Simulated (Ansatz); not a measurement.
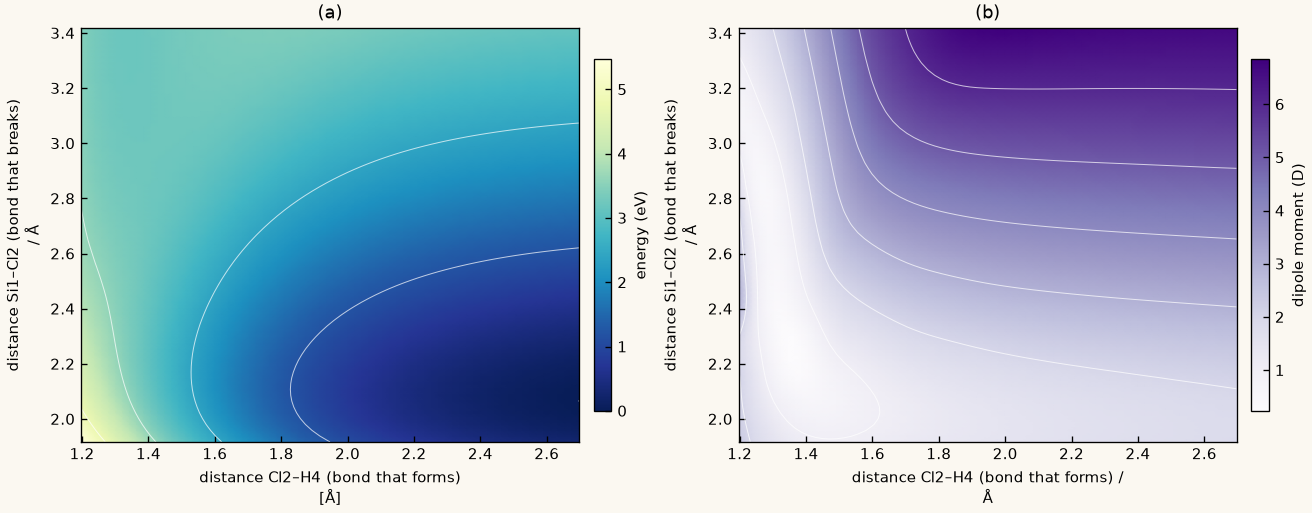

The reacting system CH3Cl3Si (fragments CH₃Cl₃Si where the first distance is long, CH₂Cl₂Si + ClH where the second is long). The first coordinate is: distance Cl2–H4 (bond that forms); the second: distance Si1–Cl2 (bond that breaks). Relaxed at each point: all other coordinates. The scan uses a 13 × 13 grid. Points are written as (first, second). Energies: eV, counted from the lowest grid point. The reference is spin-restricted, so regions where a bond is pulled apart into radicals lie too high. Level of theory: RKS PBE-D4/def2-SVP (Ansatz 0.2.0).

Panel (a) is the energy and panel (b) the computed dipole moment on the same grid.

The picture shows a smooth colour map with a few white contour lines. Between grid points the surface is interpolated.

Question: How does the dipole moment vary over the map, and what is it at the lowest grid point?

Answer: Leaving out the highest fifth of the energies, it runs from 0.3 D at (1.357 Å, 2.297 Å) to 6.8 D at (2.101 Å, 3.417 Å). At the lowest grid point, (2.697 Å, 2.077 Å), it is 1.9 D. That point lies on the edge of the scan.
